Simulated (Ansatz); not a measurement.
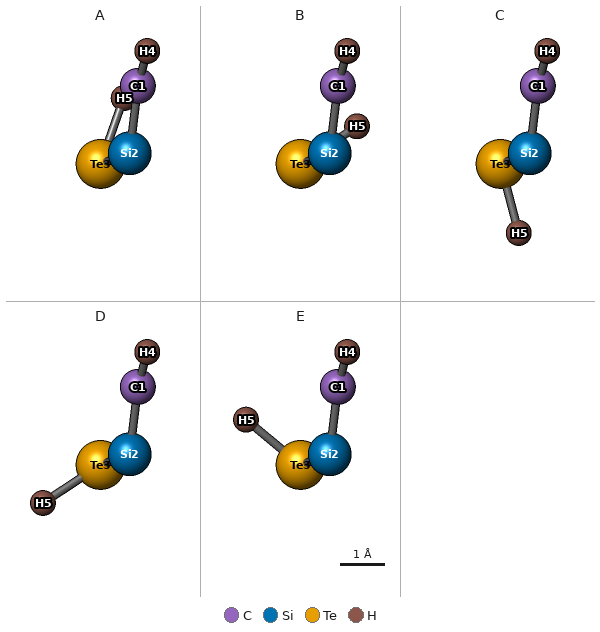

A scan of CH₂SiTe along one coordinate. The picture is a ball-and-stick view, seen almost along the central bond, with a slight tilt.

Computed with Ansatz: CCSD(T), basis def2-TZVPP, on geometries moved rigidly from the minimum at PBE0-D4/def2-TZVP. Coupled cluster with a frozen core. Elements past krypton carry the basis set's effective core potentials. Energies are counted from the PBE0-D4/def2-TZVP minimum geometry at the same level.

Question: Which coordinate changes from frame to frame?

Answer: The C1–Si2–Te3–H5 dihedral angle is varied, with the rest of the molecule carried along rigidly. In the frames the dihedral is 20.0° (A), 56.0° (B), 164.0° (C), 236.0° (D), 308.0° (E). Their energies are 11.5 kJ/mol, 16.2 kJ/mol, 1.1 kJ/mol, 10.7 kJ/mol, 15.7 kJ/mol.
